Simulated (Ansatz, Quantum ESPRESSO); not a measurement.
# In2Se2, 2 layers, AA' stacking: the dipole at a withheld member of a series

How the rows were computed: Quantum ESPRESSO 7.5, PBE, GBRV ultrasoft. Cell and atoms are relaxed without a field with a D3(BJ) correction and then held. Sawtooth field with dipole correction, 17 Å of vacuum in the starting cell, Fermi-Dirac smearing of 0.002 Ry; bands along a path at each field. The series steps the field along the normal.

```
field along the normal  dipole (e Å)
                 0 V/Å        −0.000
              0.05 V/Å         0.057
               0.1 V/Å         0.114
               0.2 V/Å         0.229
               0.3 V/Å         0.343
```

To predict: What is the dipole at 0.4 V/Å?

**Worked estimate.** The rows at 0.2 V/Å and 0.3 V/Å give a slope of (0.343 − (0.229))/(0.3 − (0.2)) = 1.14, so a straight line gives 0.457 e Å. A parabola through these and the row at 0.1 V/Å gives 0.456 e Å.

**Check.** 0.458 e Å. The line misses by −0.001 and the parabola by −0.002 e Å. Both misses are under 5 % of the step from the nearer row.

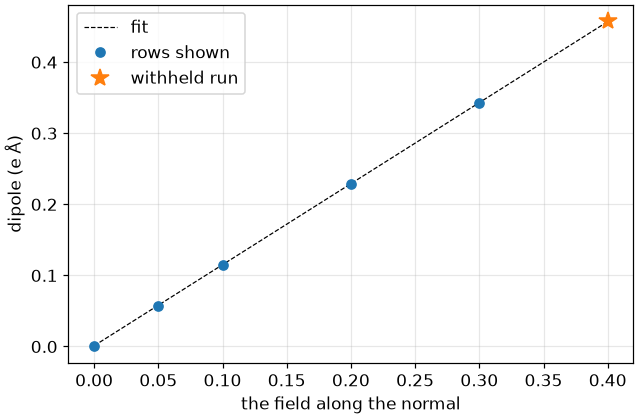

The rows shown, the fit and the withheld run.

**Limits.** Ions are held; semilocal gaps are too small; in strong fields empty levels can belong to the vacuum; one stacking. Members without a usable value, or on the other side of zero field or charge, are not listed.

[Logs are printed without paths, hosts, clocks, repeated set-up lines and the standing remarks that a program may print on its own settings, such as how far it seeks lower states.]
